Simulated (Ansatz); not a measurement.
BSiHCl2: several calculations on one system

## 1. Relaxation

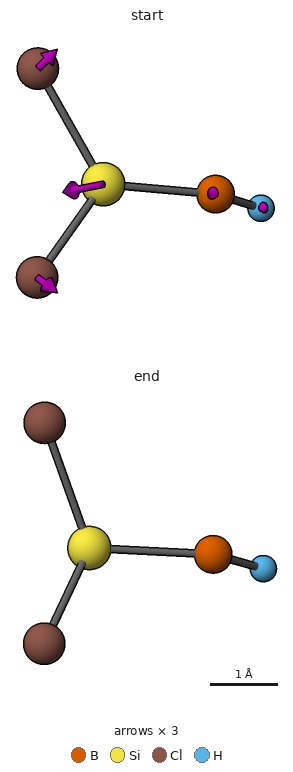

The structure of BSiHCl2 before (top) and after (bottom) a relaxation, at one scale. The purple arrows give the displacements, 3 times their true length.

A ball-and-stick model, seen from a free direction.

The run prepares an end point of a later path (torsion) calculation, from a guessed geometry.

Computed with RKS PBE-D4/def2-SVP (Ansatz). Set-up: no spin polarisation; force threshold 0.015 eV/Å; at most 40 steps.

> Describe what moved and what it gained.

The atom that moves furthest after the best rigid fit is the Si atom (0.29 Å). By element the largest moves are Si 0.29 Å, Cl 0.15 Å, B 0.07 Å, H 0.06 Å. Near-neighbour distances that change, for instance: B–Si 1.822 → 1.912 Å, B–H 1.154 → 1.211 Å, Cl–Si 2.033 → 2.081 Å. Bond angles that change, for instance: B–Si–Cl 126.0° → 114.7°, Si–B–H 147.8° → 141.0°, Cl–Si–Cl 105.6° → 110.8°. The energy falls by 5.00 kcal/mol in 6 accepted moves (7 points after the start). The largest force component goes from 1.2 to 0.0029 eV/Å. The line search rejected the trial step at point 5 of the run. The run took 18 s on 1 thread of Arm Neoverse V1 (shared host), peak memory 0.14 GiB.

## 2. Relaxation

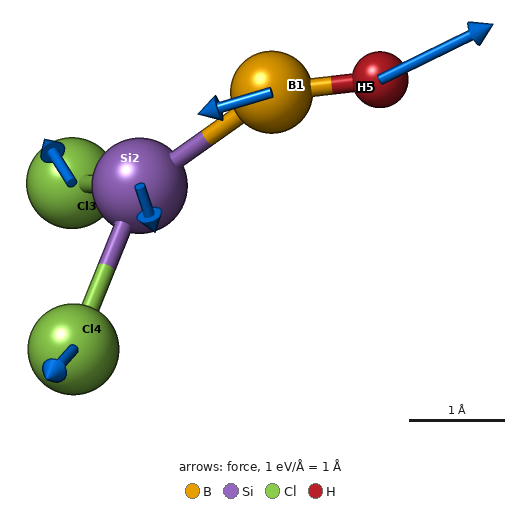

Starting geometry of BSiHCl₂ with the computed forces as blue arrows. A ball-and-stick model, seen from a free direction.

The run prepares an end point of a later path (torsion) calculation, from a guessed geometry.

The calculation used Ansatz, RKS PBE-D4/def2-SVP.

Input file:
```yaml
crystal:
  periodic: [false, false, false]
  atoms:
    - { symbol: B, position_ang: [-0.40743, 1.30915, -0.07108] }
    - { symbol: Si, position_ang: [0.137, -0.42663, 0.02157] }
    - { symbol: Cl, position_ang: [-0.46666, -1.93576, -1.19921] }
    - { symbol: Cl, position_ang: [1.85481, -1.08067, 0.89005] }
    - { symbol: H, position_ang: [-0.31, 2.33673, -0.58768] }
basis:
  gaussian: { orbitals: def2-SVP }
hamiltonian:
  xc: pbe
  dispersion: d4
relax:
  f_tol: 0.015
  max_steps: 40
```

Launched with:
```bash
ansatz run input.yaml --threads 1 --pin off --max-ram 2048MiB --backend cpu --events-out ev --progress --plain --runs-dir out
```

Question: What follows when this structure is relaxed?

Answer: It isn't relaxed: the largest force vector, on H5, is 1.39 eV/Å. The final displacements follow the starting forces only in part (cosine between the two patterns 0.48). The atom that moves furthest after the best rigid fit is Si2 (0.60 Å). Largest moves by element: Si 0.60 Å, Cl 0.24 Å, H 0.18 Å, B 0.08 Å. Some distances before and after: B1–Si2 1.822 → 1.912 Å, B1–H5 1.154 → 1.211 Å, Si2–Cl3 2.033 → 2.081 Å. Bond angles that change, for instance: B1–Si2–Cl3 126.0° → 114.7°, Si2–B1–H5 147.8° → 141.0°, Cl3–Si2–Cl4 105.6° → 110.7°. The energy falls by 48.6 kJ/mol in 9 geometry steps. Largest force component: 1.3 eV/Å at the start, 0.0022 eV/Å at the end.

## 3. Path

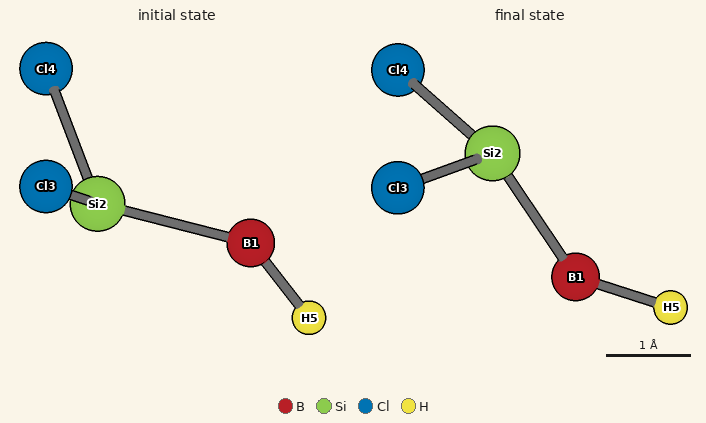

The two relaxed end points of a path for BSiHCl2. The picture is a ball-and-stick view, seen from a free direction.

Theory: Ansatz 0.2.0, RKS PBE-D4/def2-SVP.

Input
```yaml
crystal:
  periodic: [false, false, false]
  atoms:
    - { symbol: B, position_ang: [-0.416057, 1.249486, -0.03389] }
    - { symbol: Si, position_ang: [0.334308, -0.504177, -0.171349] }
    - { symbol: Cl, position_ang: [1.446704, -1.10489, 1.481267] }
    - { symbol: Cl, position_ang: [-1.016278, -1.985103, -0.730091] }
    - { symbol: H, position_ang: [-0.348678, 2.344683, -0.545937] }
basis:
  gaussian: { orbitals: def2-SVP }
hamiltonian:
  xc: pbe
  dispersion: d4
neb:
  order_check: false
  images: 5
  f_tol: 0.05
  max_iterations: 60
  initial_path: idpp
  final_atoms:
    - { symbol: B, position_ang: [-0.02861436, 1.23481832, -0.45945983] }
    - { symbol: Si, position_ang: [-0.15633226, -0.4846167, 0.36776535] }
    - { symbol: Cl, position_ang: [1.5705882, -1.11063466, 1.34491796] }
    - { symbol: Cl, position_ang: [-0.89183074, -1.98993819, -0.86600854] }
    - { symbol: H, position_ang: [-0.49381183, 2.35037023, -0.38721493] }
```

Command:
```bash
ansatz run input.yaml --threads 1 --pin off --max-ram 2048MiB --backend cpu --events-out ev --progress --plain --runs-dir out
```

### What barrier does the band find between them, and by what path?

The barrier is about 0.146 eV in both directions, with image 3 at the top; the ends have the same energy. The motion is an in-plane inversion: the angle Si2–B1–H5 opens from 141° to 180° on the way and closes on the other side (141° at the end). No bond forms or breaks between the ends. Among the angles between lasting bonds that change up to the highest image: Si2–B1–H5 141.0° → 180.0°, B1–Si2–Cl3 114.7° → 123.3°. The band converged in 3 iterations, with a climbing image at the top. At the top, the vibrational analysis gives one imaginary mode (199i cm⁻¹), as a transition state must have.

Energies of the converged images:

| image | path (Å) | E (eV) |
| --- | --- | --- |
| 0 | 0.00 | 0.000 |
| 1 | 0.17 | 0.041 |
| 2 | 0.34 | 0.113 |
| 3 | 0.51 | 0.146 |
| 4 | 0.68 | 0.113 |
| 5 | 0.85 | 0.041 |
| 6 | 1.02 | 0.000 |

The geometry at the top of the path:

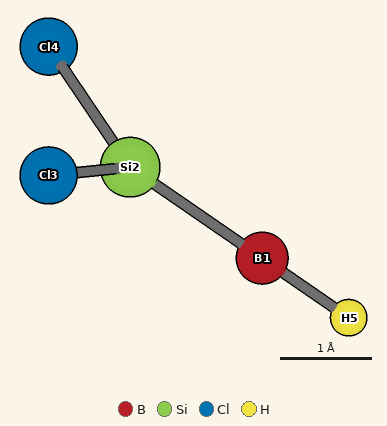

The run took 42 s on 1 thread of Arm Neoverse V1 (shared host), peak memory 0.12 GiB.
